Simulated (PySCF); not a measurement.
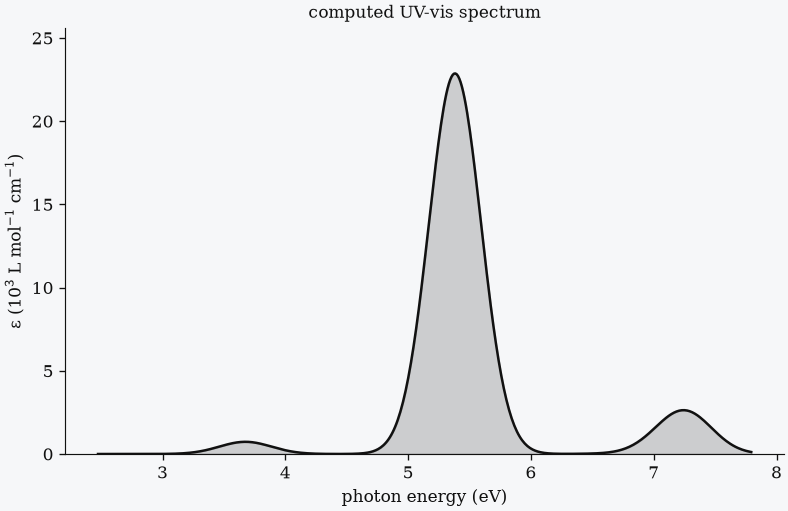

Vertical TDDFT excitations, CAM-B3LYP/def2-SVPD in PySCF, at a GFN2-xTB geometry (no frequency check), gas phase. The lowest 8 singlet states are shown; each is broadened by a Gaussian of 1/e half-width 0.30 eV.

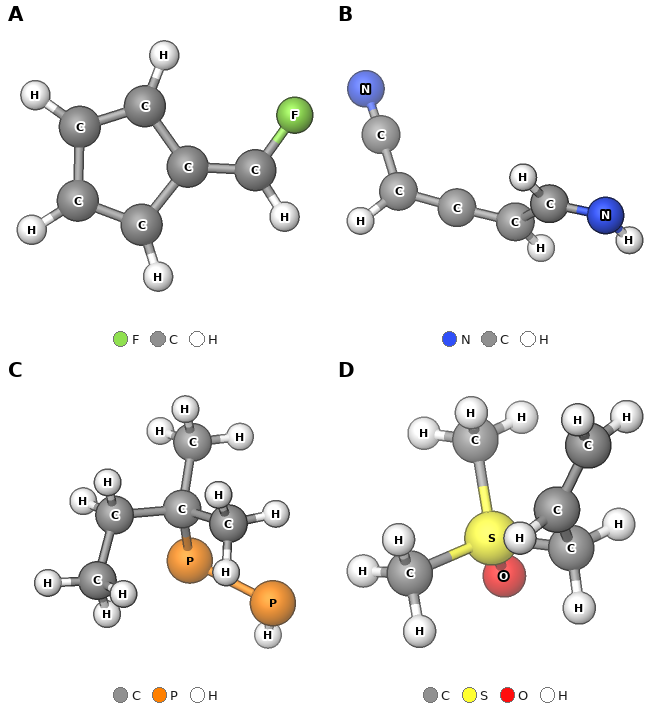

Question: Whose absorption spectrum is this? The candidates are drawn in the second picture. Charge and spin: A neutral singlet; B neutral singlet; C neutral singlet; D +1 singlet.

Answer: Structure A, C₆H₅F, SMILES FC=C1C=CC=C1. Its lowest singlet lies at 3.67 eV (f = 0.014) and the brightest of those computed is S2 at 5.38 eV (230 nm), f = 0.424, mainly HOMO−1 → LUMO (94 %).

Known limits of this run: the tight-binding geometry is rougher than a DFT one and adds to the error; core orbitals are frozen in the response.
